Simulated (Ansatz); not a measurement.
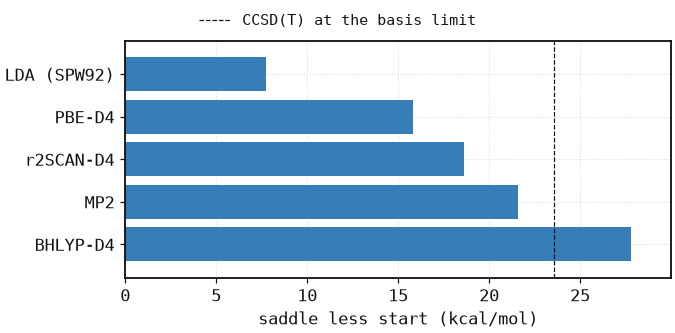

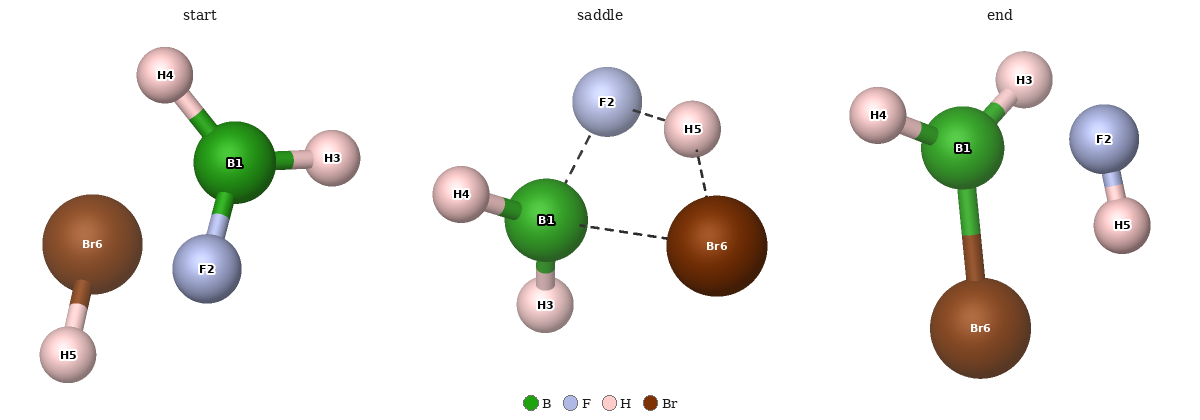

Height of the saddle over the start in one step of BH₃BrF at several levels. In the step B1–Br6 (3.10 → 2.21 → 1.93 Å) and F2–H5 (2.98 → 1.20 → 0.93 Å) form; B1–F2 (1.32 → 1.52 → 2.25 Å) and H5–Br6 (1.42 → 1.66 → 2.68 Å) break (lengths at start, saddle and end; changes of bond order aren't listed). Electronic energies at PBE0-D4/def2-TZVP geometries, energies in def2-TZVPP, the Ansatz code; cores frozen in correlated methods, no zero-point terms. Start and end are the structures at the ends of the path (complexes, where there are several molecules). On heavy atoms the filled d shell below the valence is correlated. The line is the MP2 basis limit plus CCSD(T) less MP2 in triple zeta. The distance of MP2 to the limit includes basis error. The limit lies 0.5 kcal/mol from CCSD(T) in triple zeta, so the line itself is uncertain by a part of that.

What range do the values span, the line included?

From 7.8 kcal/mol (LDA (SPW92)) to 27.8 kcal/mol (BHLYP-D4).

Give the values.

| level | kcal/mol | less CCSD(T) at the basis limit |
| --- | --- | --- |
| LDA (SPW92) | 7.8 | −15.8 |
| PBE-D4 | 15.8 | −7.8 |
| r2SCAN-D4 | 18.6 | −4.9 |
| MP2 | 21.6 | −2.0 |
| BHLYP-D4 | 27.8 | 4.2 |
| CCSD(T) at the basis limit | 23.6 | 0.0 |

Caveats, for all or some of the runs: no scalar relativity up to krypton.
